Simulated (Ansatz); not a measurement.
**Au4H5 (charge −1): density, localisation and related maps**

```xyz
9

Au    0.2169   -0.4137   -1.3169
Au    0.0706    0.5900    1.2361
Au   -0.0235    1.4505    3.8757
Au   -0.1576   -1.4558   -3.8650
H     0.0882   -0.8917    0.3412
H     0.4506   -0.0411   -2.9532
H    -0.6012   -2.5381   -4.9626
H     0.0382    2.0010    2.1735
H    -0.0822    1.2988    5.4713
```

Geometry: r2SCAN-D4/def2-SVPD; core potentials replace the inner electrons of Au.

Theory: RKS PBE0-D4/def2-TZVPD in Ansatz 0.2.0.

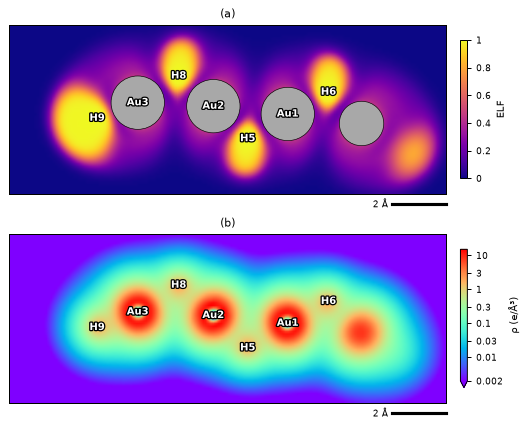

Figure 1. (a) electron localisation function; (b) electron density on the plane of atoms Au1, H5 and Au2. Grey discs cover the atomic cores in the ELF map.

**Describe what can be read from this map.**

Atoms in the plane: Au and H.
Au–H (1.60 Å): ρ is about 2.1 e/Å³ halfway; the ELF climbs to about 1 towards the hydrogen.

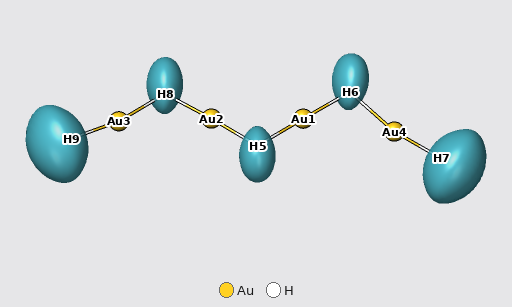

Figure 2. Isosurface of the ELF at 0.8 (cyan), seen at a tilt. Core shells and regions of very low density are left out.

**Where are the electrons localised?**

The surface consists of five regions around hydrogen nuclei.

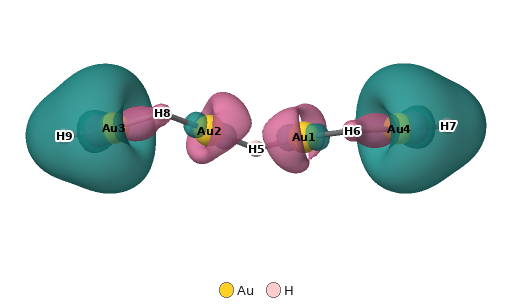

Figure 3. The HOMO−1 at ±0.06 Å⁻³ᐟ² (teal and pink are the two phases), seen from one side.

**Where does this orbital lie, and at what energy?**

It lies mainly on Au4 (about 35 %), Au3 (about 35 %), H7 (about 10 %) and H9 (about 10 %). Its energy is −3.67 eV.
